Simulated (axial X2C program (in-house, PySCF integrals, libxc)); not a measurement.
# A two-component session on SiC⁺: properties at the nuclei

Wanted for SiC⁺: properties at the nuclei, at the two-component level.

Program: an in-house X2C program for linear molecules on PySCF integrals. Level of theory: two-component X2C with atomic mean-field terms, Si dyall-v3z, C dyall-v3z. These are calculated values, not measurements.

**1. Input**

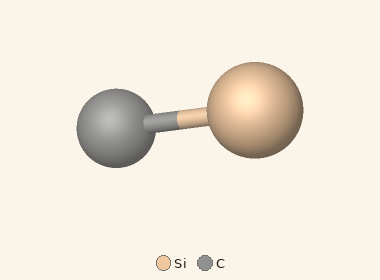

The two atoms at 1.740 Å (silicon light orange, carbon grey).

Input file task.json:

```json
{"zs": [14, 6], "q": 1, "bas": ["dyall-v3z", "dyall-v3z"], "r0": 1.74, "levels": ["PBE0", "HF", "BHandHLYP", "PBE50", "BP86"], "nst": 3}
```

Keys: zs atomic numbers; q charge; bas basis sets; r0 starting distance in Å; levels methods (HF also brings MP2); nst determinants followed.

Started as:

```console
$ python soeom.py task.json out
```

Nuclei are Gaussian, cores are contracted, and the Gaunt term is on.

**2. Expectation values, lowest determinant**

R = 1.826 Å. State: Ω = 3/2 (excess of +ω over −ω: ω = 3/2).

Output of the PBE0 run:

```text
two-component X2C + atomic mean field  PBE0
basis functions 88  fitting functions 555  grid points 4353
iter        total energy     max residual
   1       -327.489437842     7.13e-06
   2       -327.489437846     3.75e-06
   3       -327.489437847     4.82e-06
converged
one-electron -494.61343883  Coulomb 168.60830443  exact exchange -6.30772603  xc functional -19.48148607  nuclear repulsion 24.34331091  atomic mean-field constant -0.03840226
```

The highest occupied spinor is 42% C p, 32% Si p, 20% Si s.

```csv
level,Eeff magnitude (GV/cm),Ws magnitude Si (kHz),A∥/gI Si (MHz),qzz Si (a.u.),A∥/gI C (MHz),qzz C (a.u.)
PBE0,0.0117,0.00769,-33,-1.48,96.4,-0.19
HF,0.0269,0.00089,-23.8,-2.02,184,-0.13
BHandHLYP,0.0118,0.00797,-31,-1.58,114,-0.17
PBE50,0.000897,0.00489,-37,-1.62,113,-0.16
BP86,0.0288,0.0116,-14.2,-1.32,86.4,-0.24
```

Eeff is the effective electric field on the electron dipole moment in this Ω state and Ws the scalar–pseudoscalar constant (defined with the proton number Z and per Ω); A∥ is the parallel hyperfine constant, which follows by multiplying with the nuclear g factor gI = μI/(I μN); qzz is the electric field gradient, eQq0 = 234.96 MHz × Q/barn × qzz. The operators were transformed with the bare-nucleus X2C matrices.

**3. Expectation values, a higher determinant**

R = 1.826 Å. State: Ω = 1/2 (excess of +ω over −ω: 2 × ω = -1/2, ω = 3/2), 0.61 eV above the lowest in the PBE0 search for states (made at or near this distance, with looser thresholds).

Output of the PBE0 run:

```text
two-component X2C + atomic mean field  PBE0
basis functions 88  fitting functions 555  grid points 4353
iter        total energy     max residual
   1       -327.467087908     5.70e-06
   2       -327.467087910     4.60e-06
converged
one-electron -494.52573421  Coulomb 168.50982828  exact exchange -6.29590665  xc functional -19.46018399  nuclear repulsion 24.34331091  atomic mean-field constant -0.03840226
```

The highest occupied spinor is 49% C p, 30% Si p, 14% Si s.

```csv
level,Eeff magnitude (GV/cm),Ws magnitude Si (kHz),A∥/gI Si (MHz),qzz Si (a.u.),A∥/gI C (MHz),qzz C (a.u.)
PBE0,0.0775,0.0733,-93.3,-1.25,-319,-0.28
HF,0.0541,0.0575,106,-1.52,-323,-0.22
BHandHLYP,0.0659,0.0652,-11.8,-1.34,-321,-0.25
PBE50,0.0709,0.0688,-17.5,-1.32,-321,-0.25
BP86,0.0813,0.0758,-188,-1.18,-317,-0.31
```

**4. Expectation values, a higher determinant**

R = 1.826 Å. State: Ω = 1/2 (excess of +ω over −ω: ω = 1/2), 1.32 eV above the lowest in the PBE0 search for states (made at or near this distance, with looser thresholds).

Output of the PBE0 run:

```text
two-component X2C + atomic mean field  PBE0
basis functions 88  fitting functions 555  grid points 4353
iter        total energy     max residual
   1       -327.440819460     8.02e-05
   2       -327.440819368     1.55e-04
   3       -327.440819539     1.65e-05
   4       -327.440819565     5.27e-06
   5       -327.440819567     1.79e-06
   6       -327.440819568     1.71e-07
converged
one-electron -494.53310062  Coulomb 168.50689727  exact exchange -6.28650484  xc functional -19.43302004  nuclear repulsion 24.34331091  atomic mean-field constant -0.03840226
```

The highest occupied spinor is 60% C p, 33% Si p, 4% Si d.

```csv
level,Eeff magnitude (GV/cm),Ws magnitude Si (kHz),A∥/gI Si (MHz),qzz Si (a.u.),A∥/gI C (MHz),qzz C (a.u.)
PBE0,0.0624,0.0611,56.5,-1.14,228,-0.33
HF,0.0365,0.0445,56.8,-1.30,231,-0.36
BHandHLYP,0.0521,0.0544,22.1,-1.25,255,-0.33
PBE50,0.0516,0.0538,21.9,-1.23,230,-0.31
BP86,0.0724,0.068,129,-1.05,232,-0.37
```

**5. Results**

| quantity | value |
| --- | --- |
| lowest determinant | Ω = 3/2 (excess of +ω over −ω: ω = 3/2) |
| Eeff magnitude (GV/cm), PBE0 | 0.0117 |
| Ws magnitude Si (kHz), PBE0 | 0.00769 |
| A∥/gI Si (MHz), PBE0 | -33 |
| qzz Si (a.u.), PBE0 | -1.48 |
| higher determinant | Ω = 1/2 (excess of +ω over −ω: 2 × ω = -1/2, ω = 3/2) |
| Eeff magnitude (GV/cm), PBE0, higher determinant | 0.0775 |
| Ws magnitude Si (kHz), PBE0, higher determinant | 0.0733 |
| A∥/gI Si (MHz), PBE0, higher determinant | -93.3 |
| qzz Si (a.u.), PBE0, higher determinant | -1.25 |
| higher determinant | Ω = 1/2 (excess of +ω over −ω: ω = 1/2) |
| Eeff magnitude (GV/cm), PBE0, higher determinant | 0.0624 |
| Ws magnitude Si (kHz), PBE0, higher determinant | 0.0611 |
| A∥/gI Si (MHz), PBE0, higher determinant | 56.5 |
| qzz Si (a.u.), PBE0, higher determinant | -1.14 |

**Reading.** In the first state, the effective field runs from 0.000897 to 0.0288 GV/cm over the mean-field levels, so the levels don't agree on it. The expectation values come from single determinants, which for open shells can mix terms of unlike spin or miss the lowest Ω, so a determinant need not be a state. Eeff is the effective electric field on the electron dipole moment in this Ω state and Ws the scalar–pseudoscalar constant (defined with the proton number Z and per Ω); A∥ is the parallel hyperfine constant, which follows by multiplying with the nuclear g factor gI = μI/(I μN); qzz is the electric field gradient, eQq0 = 234.96 MHz × Q/barn × qzz. The operators were transformed with the bare-nucleus X2C matrices.
